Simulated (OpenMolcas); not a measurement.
# Single-point calculation of SiH3Br

- system: SiH3Br, SMILES [SiH3]Br
- method: OLYP/cc-pVQZ, RKS (OpenMolcas 26.06)

The geometry comes from this level: PBE0-D4/def2-TZVP.

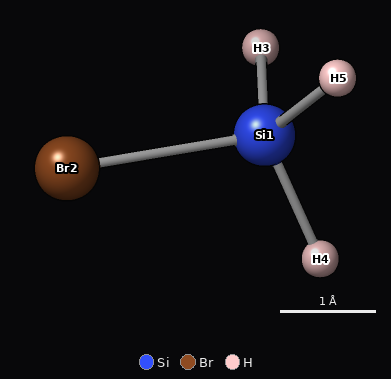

Fig. 1: The structure as given in the input (ball-and-stick view, seen at a tilt; atoms are numbered from 1 in the order of the input). Bond lengths as drawn: Br–Si 2.22 Å and H–Si 1.48 Å.

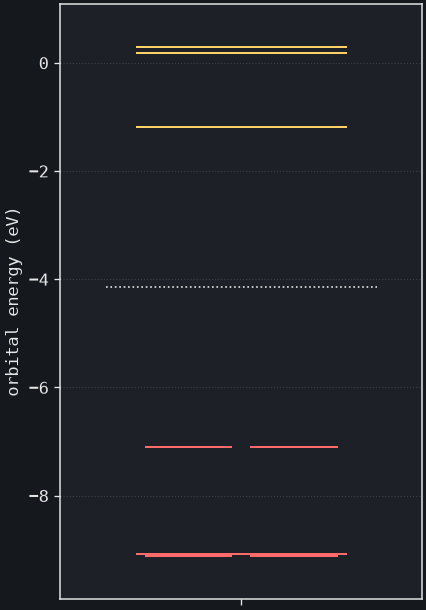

Fig. 2: Orbital energies near the frontier; the dotted line parts filled from empty levels, and levels within 0.02 eV of each other stand side by side. Highest filled −7.10 eV, lowest empty −1.19 eV, 5.91 eV apart.

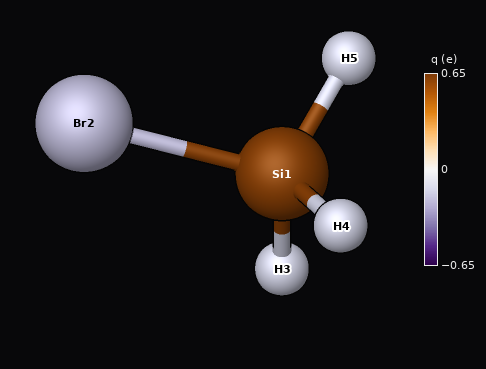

Fig. 3: Mulliken charges, as the colour of each atom (ball-and-stick view, seen at a tilt; atoms are numbered from 1 in the order of the input). By element: Si +0.62, Br −0.21 and H −0.14 e.

The input and output of the run follow.

**Input file**
```
* BrH3Si Kohn-Sham DFT
>>> EXPORT MOLCAS_PRINT=2

&GATEWAY
  BasLib = $CurrDir
  Coord
  5
  bohr
  Si    -0.27858343     0.10601364    -0.08167396
  Br     3.50170030    -1.33250258     1.02659372
  H     -2.01170795    -0.19874250     2.09353309
  H     -1.18211818    -1.38205120    -2.27196103
  H     -0.02930965     2.80730154    -0.76649181
  Basis = cc-pVQZ
  Group = NoSym
  RICD

&SEWARD

&SCF
  KSDFT = OLYP
  PrOrbitals = 1 1
```

Launched with:
```bash
export MOLCAS_MEM=1860
pymolcas job.input > job.log
```

**The program's output**
```
--- Start Module: gateway ---

                                              &GATEWAY

                       available to each process: 1.9 GB of memory, 1 thread

 Basis Set     1 Label: SI.CC-PVQZ
 Basis set is read from library:.
 basistype.tbl is not found

 Basis Set     2 Label: BR.CC-PVQZ
 Basis set is read from library:.
 basistype.tbl is not found

 Basis Set     3 Label: H.CC-PVQZ
 Basis set is read from library:.
 basistype.tbl is not found

++    Symmetry information:
      ---------------------

                    Character Table for C1

                             E
                    a        1  x, y, xy, Rz, z, xz, Ry, yz, Rx, I
--

++    Basis set information:
      ----------------------

      Basis set label: SI.CC-PVQZ.........

      Electronic valence basis set:
      ------------------
      Associated Effective Charge  14.000000 au
      Associated Actual Charge     14.000000 au
      Nuclear Model: Point charge

      Shell  nPrim  nBasis  Cartesian Spherical Contaminant
         s      16       6        X
         p      11       5        X
         d       3       3                 X
         f       2       2                 X
         g       1       1                 X

      Basis set label: BR.CC-PVQZ.........

      Electronic valence basis set:
      ------------------
      Associated Effective Charge  35.000000 au
      Associated Actual Charge     35.000000 au
      Nuclear Model: Point charge

      Shell  nPrim  nBasis  Cartesian Spherical Contaminant
         s      21       7        X
         p      16       6        X
         d      12       4                 X
         f       2       2                 X
         g       1       1                 X

      Basis set label: H.CC-PVQZ.........

      Electronic valence basis set:
      ------------------
      Associated Effective Charge   1.000000 au
      Associated Actual Charge      1.000000 au
      Nuclear Model: Point charge

      Shell  nPrim  nBasis  Cartesian Spherical Contaminant
         s       6       4        X
         p       3       3        X
         d       2       2                 X
         f       1       1                 X
--

++    Molecular structure info:
      -------------------------

                    ************************************************
                    **** Cartesian Coordinates / bohr, angstrom ****
                    ************************************************

     Center  Label                x              y              z                     x              y              z
        1      SI1             -0.278583       0.106014      -0.081674             -0.147420       0.056100      -0.043220
        2      BR2              3.501700      -1.332503       1.026594              1.853020      -0.705130       0.543250
        3      H3              -2.011708      -0.198742       2.093533             -1.064550      -0.105170       1.107850
        4      H4              -1.182118      -1.382051      -2.271961             -0.625550      -0.731350      -1.202270
        5      H5              -0.029310       2.807302      -0.766492             -0.015510       1.485560      -0.405610

                    ***************************************
                    *    InterNuclear Distances / bohr    *
                    ***************************************

               1 SI1           2 BR2           3 H3            4 H4            5 H5
    1 SI1      0.000000
    2 BR2      4.193821        0.000000
    3 H3       2.797878        5.729000        0.000000
    4 H4       2.797869        5.728968        4.598476        0.000000
    5 H5       2.797869        5.728976        4.598472        4.598487        0.000000

                    *******************************************
                    *    InterNuclear Distances / angstrom    *
                    *******************************************

               1 SI1           2 BR2           3 H3            4 H4            5 H5
    1 SI1      0.000000
    2 BR2      2.219274        0.000000
    3 H3       1.480573        3.031656        0.000000
    4 H4       1.480568        3.031639        2.433408        0.000000
    5 H5       1.480568        3.031643        2.433407        2.433414        0.000000

                    **************************************
                    *    Valence Bond Angles / degree    *
                    **************************************
                          Atom centers                 Phi
                      3 H3       1 SI1      4 H4       110.53
                      3 H3       1 SI1      5 H5       110.53
                      4 H4       1 SI1      5 H5       110.53
--

            Nuclear Potential Energy            150.83023416 au

--- Stop Module: gateway /rc=_RC_ALL_IS_WELL_ ---
--- Module gateway spent 5 seconds ---

--- Start Module: seward ---

                                              &SEWARD

                       available to each process: 1.9 GB of memory, 1 thread

               SEWARD will generate:
                  Multipole Moment integrals up to order  2
                  Kinetic Energy integrals
                  Nuclear Attraction integrals (point charge)
                  One-Electron Hamiltonian integrals
                  Velocity integrals
                  Orbital angular momentum around (  2.4137  -0.9185   0.7076 )
                  Velocity quadrupole around (  2.4137  -0.9185   0.7076 )
                  RI decomposed two-electron repulsion integrals stored Cholesky style
                   - acCD auxiliary basis
                   - CD Threshold:   1.00E-04

                   Integrals are discarded if absolute value <: 1.00E-14
                   Integral cutoff threshold is set to       <: 1.00E-16

            Nuclear Potential Energy            150.83023416 au

      Basis set specifications :
      Symmetry species         a
      Basis functions          217

--- Stop Module: seward /rc=_RC_ALL_IS_WELL_ ---
--- Module seward spent 10 seconds ---

--- Start Module: scf ---

                                                &SCF

                       available to each process: 1.9 GB of memory, 1 thread

++    Input section:
      --------------

      Header of the integral files:

      Cartesian coordinates in angstrom:
      -----------------------------------------------------
      No.  Label        X            Y            Z
      -----------------------------------------------------
       1   SI1       -0.14742000   0.05610000  -0.04322000
       2   BR2        1.85302000  -0.70513000   0.54325000
       3   H3        -1.06455000  -0.10517000   1.10785000
       4   H4        -0.62555000  -0.73135000  -1.20227000
       5   H5        -0.01551000   1.48556000  -0.40561000
      -----------------------------------------------------
      Nuclear repulsion energy =  150.83023416
--

++    Orbital specifications:
      -----------------------

      Symmetry species               1
                                     a
      Frozen orbitals                0
      Occupied orbitals             26
      Secondary orbitals           191
      Deleted orbitals               0
      Total number of orbitals     217
      Number of basis functions    217
--

      Molecular charge                           0.000

      Numerical integration parameters
      --------------------------------
      Radial quadrature type:                         MHL
      Size of radial grid:                            75
      Lebedev angular grid:                           29
      Angular grid pruned with the crowding factor:  3.00E+00
                                 and fading factor:  6.00E+00
      Screening threshold for integral computation:   1.00E-11
      Radial quadrature accuracy:                     1.00E-25
      Maximum batch size:                             128
      AO values are stored on disk
      The same grid will be used for all iterations.

      DFT functional specifications
      -----------------------------
      Using Libxc version: 6.2.2
      Please cite the following reference:
      S. Lehtola, C. Steigemann, M. J.T. Oliveira, and M. A.L. Marques.,  SoftwareX 7, 1–5 (2018) doi:10.1016/j.softx.2017.11.002

      * Handy & Cohen OPTX 01
        - N. C. Handy and A. J. Cohen.,  Mol. Phys. 99, 403 (2001) doi:10.1080/00268970010018431
      * Lee, Yang & Parr
        - C. Lee, W. Yang, and R. G. Parr.,  Phys. Rev. B 37, 785 (1988) doi:10.1103/PhysRevB.37.785
        - B. Miehlich, A. Savin, H. Stoll, and H. Preuss.,  Chem. Phys. Lett. 157, 200 (1989) doi:10.1016/0009-2614(89)87234-3

++    Optimization specifications:
      ----------------------------

      SCF Algorithm: LK-RI/DF
      LK screening threshold:                     4.50E-02
      Local-Exchange (LK) algorithm.
       - the density matrix is decomposed
      D(i)-D(i-1) density differences are used
      Number of density matrices in core                 5
      Maximum number of NDDO SCF iterations            400
      Maximum number of HF SCF iterations              400
      Threshold for SCF energy change             1.00E-09
      Threshold for density matrix                1.00E-04
      Threshold for Fock matrix                   1.50E-04
      Threshold for linear dependence             1.00E-09
      Threshold at which DIIS is turned on        1.50E-01
      Maximum depth in the DIIS procedure                5
      Maximum depth in the BFGS Hessian update          30
      Threshold at which QNR/C2DIIS is turned on  7.50E-02
      Threshold for Norm(delta) (QNR/C2DIIS)      1.00E-03
      All orbitals punched on: SCFORB
--

      Input vectors read from INPORB
      Orbital file label: *Guess orbitals

++ Convergence information
                                   OLYP       iterations: Energy and convergence statistics

Iter     Tot. OLYP       One-elec.       Two-elec.     Energy      Max Dij or  Max Fij      DNorm      TNorm      AccCon     Time
         Energy          Energy          Energy        Change      Delta Norm                                                in Sec.

 The total and one-electron energies are shifted by a value of      2000. a.u.

   1  -865.953565256 -2398.723962523  1381.940163110   0.00E+00    4.03E-01*   2.33E+00*    1.35E+01   4.52E+02   None         1.
   2  -865.982438245 -2401.998782859  1385.186110456  -2.89E-02*   2.77E-01*   7.36E-02*    9.72E+00   4.54E+02   EDIIS        1.
   3  -866.224249045 -2403.066165804  1386.011682602  -2.42E-01*   2.06E-01*   3.36E-02*    4.69E+00   4.53E+02   EDIIS        1.
   4  -866.230136174 -2398.178716960  1381.118346630  -5.89E-03*   2.05E-02*   2.09E-02*    1.33E+00   4.53E+02   EDIIS        1.
   5  -866.269423296 -2402.145635558  1385.045978105  -3.93E-02*   1.61E-02*   3.68E-03*    3.48E-01   4.53E+02   c2DIIS       1.
   6  -866.269464247 -2400.468417272  1383.368718868  -4.10E-05*   3.15E-02*   4.01E-03*    2.64E-01   4.53E+02   QNRc2DIIS    1.
   7  -866.269225589 -2402.105682277  1385.006222531   2.39E-04*   1.72E-02*   4.77E-03*    2.84E-01   4.53E+02   QNRc2DIIS    1.
   8  -866.269969075 -2401.269124693  1384.168921461  -7.43E-04*   1.21E-03*   4.45E-04*    1.47E-01   4.53E+02   QNRc2DIIS    1.
   9  -866.269971860 -2401.227948588  1384.127742571  -2.79E-06*   1.07E-04    3.99E-05     8.32E-03   4.53E+02   QNRc2DIIS    1.
  10  -866.269971893 -2401.230768020  1384.130561971  -3.28E-08*   4.31E-05    6.00E-06     1.95E-03   4.53E+02   QNRc2DIIS    1.
  11  -866.269971894 -2401.230536670  1384.130330619  -1.02E-09*   1.50E-05    2.56E-06     4.52E-04   4.53E+02   QNRc2DIIS    1.
  12  -866.269971894 -2401.230508288  1384.130302237  -3.25E-10    6.82E-07    4.19E-07     2.07E-04   4.53E+02   QNRc2DIIS    1.

       Convergence after  12 Iterations
--

 *****************************************************************************************************************************
 *                                             SCF/KS-DFT Program, Final results                                             *
 *                                                       Final Results                                                       *
 *****************************************************************************************************************************

::    Total KS-DFT energy                           -2866.2699718940
      One-electron energy                           -4401.2305082882
      Two-electron energy                            1384.1303022373
      Nuclear repulsion energy                        150.8302341569
      Kinetic energy (interpolated)                  2861.7470049515
      Virial theorem                                    1.0015804915
      Total spin, S(S+1)                                0.0000000000
      Total spin, S                                     0.0000000000
      Max non-diagonal density matrix element           0.0000003685
      Max non-diagonal Fock matrix element              0.0000000898

      All orbitals with orbital energies smaller than  E(LUMO)+0.5 are printed

++    Molecular orbitals:
      -------------------

      Title: RKS-DFT orbitals

      Molecular orbitals for symmetry species 1: a

          Orbital            1         2         3         4         5         6         7         8         9        10
          Energy         -480.9789  -65.4683  -61.8937  -55.8144  -55.8119  -55.8119   -8.4384   -6.3120   -6.3041   -6.3041
          Occ. No.          2.0000    2.0000    2.0000    2.0000    2.0000    2.0000    2.0000    2.0000    2.0000    2.0000

          Orbital           11        12        13        14        15        16        17        18        19        20
          Energy           -5.1227   -3.5283   -3.5243   -3.5243   -2.5150   -2.5128   -2.5128   -2.5070   -2.5070   -0.7113
          Occ. No.          2.0000    2.0000    2.0000    2.0000    2.0000    2.0000    2.0000    2.0000    2.0000    2.0000

          Orbital           21        22        23        24        25        26        27        28        29        30
          Energy           -0.4933   -0.3349   -0.3349   -0.3336   -0.2608   -0.2608   -0.0436    0.0065    0.0105    0.0105
          Occ. No.          2.0000    2.0000    2.0000    2.0000    2.0000    2.0000    0.0000    0.0000    0.0000    0.0000

          Orbital           31        32        33        34        35        36        37        38        39        40
          Energy            0.0690    0.0690    0.0691    0.0814    0.1221    0.1221    0.1462    0.1464    0.1687    0.2071
          Occ. No.          0.0000    0.0000    0.0000    0.0000    0.0000    0.0000    0.0000    0.0000    0.0000    0.0000

          Orbital           41        42        43        44        45        46        47        48        49        50
          Energy            0.2072    0.2314    0.2374    0.2374    0.3438    0.3554    0.3657    0.3658    0.4424    0.4425
          Occ. No.          0.0000    0.0000    0.0000    0.0000    0.0000    0.0000    0.0000    0.0000    0.0000    0.0000

--

++    Molecular charges:
      ------------------

      Mulliken charges per centre and basis function type
      ---------------------------------------------------

                SI1     BR2     H3      H4      H5
      1s       5.2769  7.9115  1.1051  1.1053  1.1051
      2px      2.4912  5.5208  0.0114  0.0062  0.0046
      2pz      2.6818  5.8767  0.0144  0.0145  0.0044
      2py      2.6696  5.8538  0.0036  0.0086  0.0204
      3d2+     0.0619  2.0111  0.0004  0.0003  0.0013
      3d1+     0.0717  2.0099  0.0014  0.0007  0.0001
      3d0      0.0283  2.0044  0.0007  0.0007  0.0004
      3d1-     0.0313  2.0019  0.0003  0.0012  0.0007
      3d2-     0.0328  2.0099  0.0002  0.0002  0.0005
      4f3+     0.0060  0.0015  0.0000  0.0000  0.0000
      4f2+     0.0055  0.0010  0.0000  0.0000  0.0000
      4f1+     0.0065  0.0010  0.0001  0.0000  0.0000
      4f0      0.0018  0.0006  0.0000  0.0000  0.0000
      4f1-     0.0024  0.0001  0.0000  0.0001  0.0000
      4f2-     0.0031  0.0007  0.0000  0.0000  0.0000
      4f3-     0.0054  0.0013  0.0000  0.0000  0.0001
      5g4+     0.0008  0.0001  0.0000  0.0000  0.0000
      5g3+     0.0004  0.0000  0.0000  0.0000  0.0000
      5g2+     0.0006  0.0000  0.0000  0.0000  0.0000
      5g1+     0.0004  0.0000  0.0000  0.0000  0.0000
      5g0      0.0004  0.0000  0.0000  0.0000  0.0000
      5g1-     0.0004  0.0000  0.0000  0.0000  0.0000
      5g2-     0.0005  0.0000  0.0000  0.0000  0.0000
      5g3-     0.0004  0.0000  0.0000  0.0000  0.0000
      5g4-     0.0003  0.0001  0.0000  0.0000  0.0000
      Total   13.3802 35.2067  1.1376  1.1378  1.1377

      N-E      0.6198 -0.2067 -0.1376 -0.1378 -0.1377

      Total electronic charge=   52.000000

      Total            charge=   -0.000000
--

++    Molecular properties:
      ---------------------

      Charge (e):
                      =   -0.0000
      Dipole Moment (debye):
      Origin of the operator (angstrom)=    1.2773   -0.4860    0.3745
                   X= -1.0958E+00               Y=  4.1707E-01               Z= -3.2169E-01           Total=  1.2158E+00
      Quadrupole Moment (debye*angstrom):
      Origin of the operator (angstrom)=    1.2773   -0.4860    0.3745
                  XX= -3.1512E+01              XY= -8.3587E-01              XZ=  6.4345E-01              YY= -3.3391E+01
                  YZ= -2.4504E-01              ZZ= -3.3520E+01
      In traceless form (debye*angstrom)
                  XX=  1.9440E+00              XY= -1.2538E+00              XZ=  9.6518E-01              YY= -8.7497E-01
                  YZ= -3.6756E-01              ZZ= -1.0690E+00
--

--- Stop Module: scf /rc=_RC_ALL_IS_WELL_ ---
--- Module scf spent 15 seconds ---

.##################.
.# Happy landing! #.
.##################.

    Timing: Wall=31.87 User=28.83 System=3.02
```

**Results in brief**

| quantity | value |
| --- | --- |
| outcome | converged |
| total energy | −2866.269972 hartree |
| basis functions | 217 |
| HOMO | −7.10 eV |
| LUMO | −1.19 eV |
| dipole moment | 1.22 debye |
| hardware | 1 thread of Arm Neoverse V1, 24 GiB of memory available, shared host |
| wall time | 32 s |
| peak memory | 0.55 GiB |
